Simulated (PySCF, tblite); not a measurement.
# C₄H₈NO₂Si radical: geometry, infrared bands and EPR parameters

Aim: predict the infrared bands and EPR parameters of C₄H₈NO₂Si radical (`C=N[C]1OC[SiH2]CO1`).

Programs: tblite 0.8.0 and PySCF 2.14.0, with density-fitted response routines of our own. Each step states its level of theory. These are calculated values for one molecule in the gas phase, unless marked as measured. Atoms are numbered from 0 throughout.

### 1 The starting structure

16 atoms, charge 0, multiplicity 2; geometry from: force field or distance geometry start.

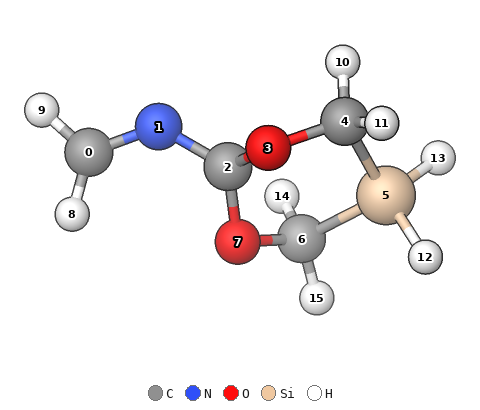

As it starts; carbon grey, nitrogen blue, oxygen red, silicon light orange, hydrogen white, atoms numbered.

### 2 Geometry optimisation with GFN2-xTB

The job: settings as JSON, then the geometry in Å.

```
{"job": {"kind": "relax", "xc": "GFN2-xTB", "basis": "xTB"}, "charge": 0, "multiplicity": 2}
C      3.075600    -0.186000    -0.024700
N      1.904600    -0.604500    -0.279900
C      0.701600    -0.325000     0.337100
O     -0.005600    -1.366200     0.864900
C     -1.275200    -1.447300     0.262100
Si    -1.977800     0.307100     0.284000
C     -0.541500     1.515800     0.204800
O      0.508700     0.900900     0.917300
H      3.322600     0.525100     0.757200
H      3.901900    -0.548700    -0.630900
H     -1.193300    -1.794400    -0.792600
H     -1.930800    -2.079800     0.886500
H     -2.703600     0.449400     1.564000
H     -2.810900     0.566800    -0.883100
H     -0.162500     1.591700    -0.845600
H     -0.821400     2.504000     0.634900
```

The run is started by

```bash
> OMP_NUM_THREADS=1 python probes_run.py task.json out
```

One launch serves the whole session: the jobs run in the order shown.

**Question.** This job is followed by: GFN2-xTB harmonic vibrations, gas phase; UKS B3LYP, pcH-1 on C H N O Si, non-relativistic, mean-field spin-orbit, GIAO. Predict these results of the whole session: strongest single infrared mode (GFN2-xTB); zero-point energy (GFN2-xTB); g(iso) (B3LYP); ⟨S²⟩; largest a(iso) (averaged by class); potential on the surface of density 0.002 e/bohr³, 1st and 99th percentile.

The runs gave:

| quantity | value |
| --- | --- |
| strongest single infrared mode (GFN2-xTB) | 2295 cm⁻¹, 366 km/mol |
| zero-point energy (GFN2-xTB) | 70.5 kcal/mol |
| g(iso) (B3LYP) | 2.00280 |
| ⟨S²⟩ | 0.766 (exact 0.75) |
| largest a(iso) (averaged by class) | 13C on C0, 60.5 MHz |
| potential on the surface of density 0.002 e/bohr³, 1st and 99th percentile | -1.96 V and 1.68 V |

The optimisation took 236 steps and gained 1.085 eV; among the close pairs (by a distance rule), N1–C2 changed most, from 1.381 to 1.297 Å. All 42 modes are real, so the xTB geometry is a minimum. The strongest single mode, at 2295 cm⁻¹, moves mainly H12. GFN2-xTB is a fitted tight-binding method: band positions and strengths are rough. Its intensities can rank the bands wrongly. C0 carries the largest spin population, 0.72 e. The isotropic g lies 0.5 ppt above the free-electron value. The conformer search found further structures of the same energy, which may be mirror or relabelled copies of this one.
